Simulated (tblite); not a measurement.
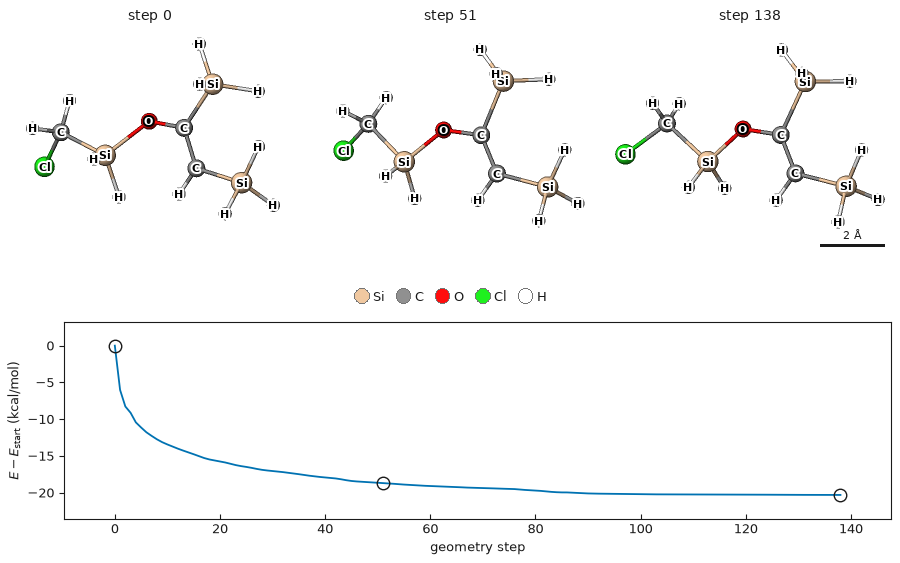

Frames of a relaxation of C$_{3}$H$_{11}$ClOSi$_{3}$, marked on the history of the run. A ball-and-stick model, seen at a tilt.

These are results of tblite, GFN2-xTB geometry optimisation, gas phase, not measurements. 

What happens along the run?

An H atom moves most after the best rigid fit: 1.11 Å. By element the largest moves are H 1.11 Å, Cl 0.98 Å, O 0.53 Å, C 0.42 Å, Si 0.31 Å. Among the contacts that change: Si–Si 3.266 → 3.633 Å, O–Si 1.757 → 1.620 Å, C–Si 1.839 → 1.897 Å, C–Si 1.829 → 1.871 Å. Bond angles that change, for instance: Si–C–O 122.6° → 109.4°, C–O–Si 120.8° → 132.8°, O–Si–C 109.6° → 101.5°. Groups turn about C–Si by about 65°, C–O by about 40°. The energy falls by 20.3 kcal/mol in 138 geometry steps. The run took 2.8 s on 1 thread of Arm Neoverse N1, on a shared host. From step 0 to 51: an H atom moves most (0.72 Å), energy −18.7 kcal/mol. From step 51 to 138: the Cl atom moves most (0.89 Å), energy −1.63 kcal/mol.

| step | E − E(0), kcal/mol |
| --- | --- |
| 0 | 0.00 |
| 1 | -6.03 |
| 2 | -8.28 |
| 3 | -9.13 |
| 4 | -10.44 |
| 5 | -11.13 |
| 6 | -11.78 |
| 7 | -12.27 |
| 8 | -12.74 |
| 9 | -13.13 |
| 10 | -13.44 |
| 17 | -15.29 |
| 23 | -16.25 |
| 30 | -17.05 |
| 37 | -17.69 |
| 44 | -18.30 |
| 50 | -18.64 |
| 57 | -18.99 |
| 64 | -19.19 |
| 71 | -19.38 |
| 77 | -19.57 |
| 84 | -19.94 |
| 91 | -20.12 |
| 98 | -20.20 |
| 104 | -20.23 |
| 111 | -20.25 |
| 118 | -20.26 |
| 125 | -20.28 |
| 131 | -20.30 |
| 138 | -20.31 |
